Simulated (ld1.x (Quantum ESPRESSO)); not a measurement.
**Run report: O, pseudopotential generation (part 2 of 2)**

The same run, continued: oxygen (O, Z = 8), core [He], reference valence 2s2 2p4, valence charge 6. Method: TM potential, PBE, scalar-relativistic, made with ld1.x (Quantum ESPRESSO) 7.5.

### Output of the test run (extracts), continued
```
     ---------------------- Testing the pseudopotential ----------------------

     O
     scalar relativistic calculation

     atomic number is  8.00   valence charge is  6.00
     dft =PBE   lsd =0 sic =0 latt =0  beta=0.20 tr2=1.0E-14
     mesh =1095 r(mesh) =  99.04343 xmin = -7.00 dx = 0.01250

     n l     nl             e AE (Ry)        e PS (Ry)    De AE-PS (Ry)
     1 0     2S   1( 1.00)       -2.92540       -2.93763        0.01223  !
     2 1     2P   1( 4.00)       -1.80506       -1.81122        0.00616  !

     eps = 5.5E-17  iter = 11

     Etot =    -147.677224 Ry,     -73.838612 Ha,   -2009.250990 eV
     Etotps =   -29.025124 Ry,     -14.512562 Ha,    -394.906923 eV
     dEtot_ae =       2.326928 Ry
     dEtot_ps =       2.332126 Ry,   Delta E=      -0.005198 Ry

     Ekin =      21.468109 Ry,      10.734055 Ha,     292.088505 eV
     Encl =     -56.917631 Ry,     -28.458816 Ha,    -774.403827 eV
     Ehrt =      20.271793 Ry,      10.135896 Ha,     275.811794 eV
     Ecxc =      -5.758121 Ry,      -2.879060 Ha,     -78.343222 eV
     (Ecc =      -0.139500 Ry,      -0.069750 Ha,      -1.897991 eV)
     Epseu=      -8.089274 Ry,      -4.044637 Ha,    -110.060174 eV

     ---------------------- End of pseudopotential test ----------------------

     ---------------------- Testing the pseudopotential ----------------------

     O
     scalar relativistic calculation

     atomic number is  8.00   valence charge is  6.00
     dft =PBE   lsd =0 sic =0 latt =0  beta=0.20 tr2=1.0E-14
     mesh =1095 r(mesh) =  99.04343 xmin = -7.00 dx = 0.01250

     n l     nl             e AE (Ry)        e PS (Ry)    De AE-PS (Ry)
     1 0     2S   1( 0.00)       -1.82640       -1.83112        0.00471
     2 1     2P   1( 6.00)       -0.72363       -0.73011        0.00648  !

     eps = 9.2E-15  iter =  9

     Etot =    -147.803835 Ry,     -73.901918 Ha,   -2010.973626 eV
     Etotps =   -29.158532 Ry,     -14.579266 Ha,    -396.722041 eV
     dEtot_ae =       2.200316 Ry
     dEtot_ps =       2.198718 Ry,   Delta E=       0.001599 Ry

     Ekin =      25.917857 Ry,      12.958929 Ha,     352.630410 eV
     Encl =     -64.445200 Ry,     -32.222600 Ha,    -876.821614 eV
     Ehrt =      26.461833 Ry,      13.230916 Ha,     360.031579 eV
     Ecxc =      -6.599504 Ry,      -3.299752 Ha,     -89.790824 eV
     (Ecc =      -0.139500 Ry,      -0.069750 Ha,      -1.897991 eV)
     Epseu=     -10.493518 Ry,      -5.246759 Ha,    -142.771592 eV

     ---------------------- End of pseudopotential test ----------------------
```

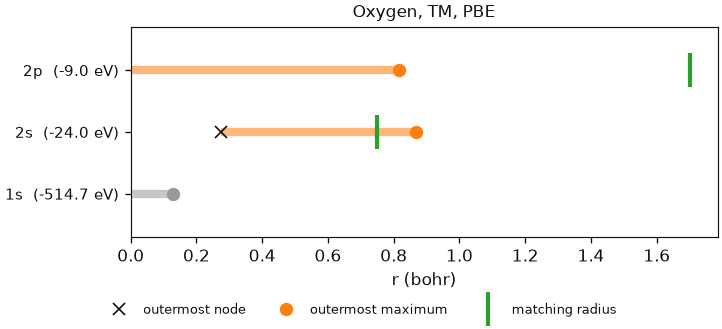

*Outer shells of the all-electron reference atom: each bar runs from the outermost node (or the nucleus) to the outermost maximum of u(r); the tick is the radius chosen for the pseudo-wave. Shells without a tick have no pseudo-wave of their own. Levels, nodes and maxima are from ld1.x, scalar-relativistic.*

- Radii against the shells: 2s: 0.75 bohr, between node and maximum; 2p: 1.70 bohr, outside the maximum.

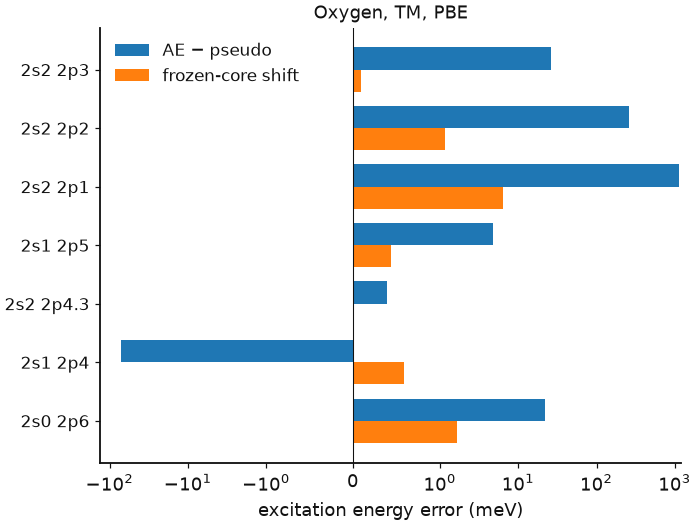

*Errors, all-electron minus pseudo, of the energies of valence configurations relative to the unpolarised reference 2s2 2p4. The frozen-core shift is the all-electron excitation energy with the core held at its reference shape less the relaxed one.*

- Worst configuration: 2s2 2p1 (charge +3): the error is +1141 meV on an all-electron energy of +103.89 eV relative to the reference, or 1.1 %.
- Frozen-core shift where the error is largest: +6.3 meV, beside an error of +1141 meV. Freezing the core raises the excitation energy, so by itself it would give an error of -6.3 meV; the rest, +1148 meV, comes from the pseudisation.
- Errors in meV: 2s2 2p3: +26; 2s2 2p2: +264; 2s2 2p1: +1141; 2s1 2p5: +4.8; 2s2 2p4.3: +0.4; 2s1 2p4: -71; 2s0 2p6: +22.
- Configurations within 10 meV and within 50 meV: 2 and 4 of 7.

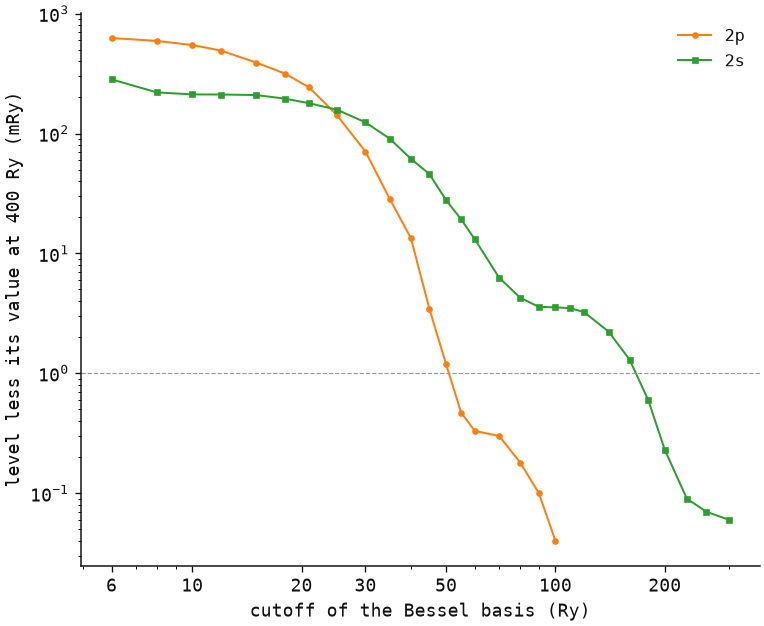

*The pseudo-atom Hamiltonian at the reference potential is diagonalised in spherical Bessel functions (20 bohr box) up to the cutoff. Curves: distance of each valence level from its value at 400 Ry.*

- Cutoffs for 10 and 1 mRy in the occupation-weighted sum of levels: 80 Ry and 200 Ry, on the ladder of cutoffs that was run.
- Hardest occupied shell: 2s: its level needs 180 Ry to come within 1 mRy, against 55 Ry for 2p.
- Cutoffs from which each level stays within 1 mRy: 2p: 55 Ry; 2s: 180 Ry.

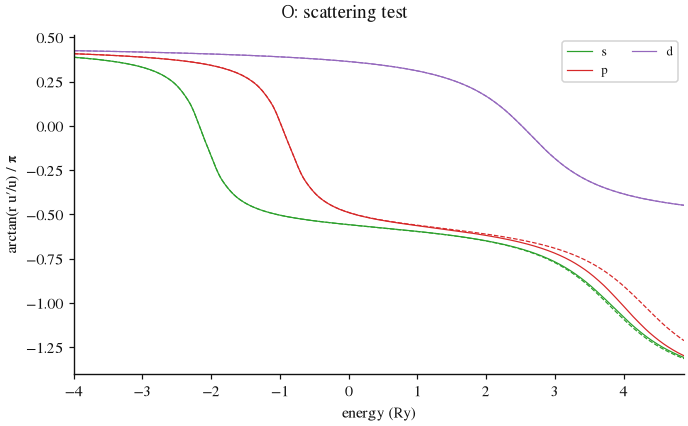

*Unwrapped phase arctan(r u′/u) in units of π against energy, all-electron (solid) and pseudo (dashed); the pseudo phase is matched to the all-electron one at the reference energy. Here u = r R(r).*

- Range over which the phases agree within 0.05 rad: s: over the whole range drawn; p: up to about 2.6 Ry; d: over the whole range drawn.
- Poles, where the radial function vanishes at the test radius: s: all-electron at -1.0 Ry, pseudo at -1.0 Ry; p: all-electron at 0.1 Ry, pseudo at 0.1 Ry; d: all-electron at no energy in the range, pseudo at no energy in the range.

Outcome of the run: generated.
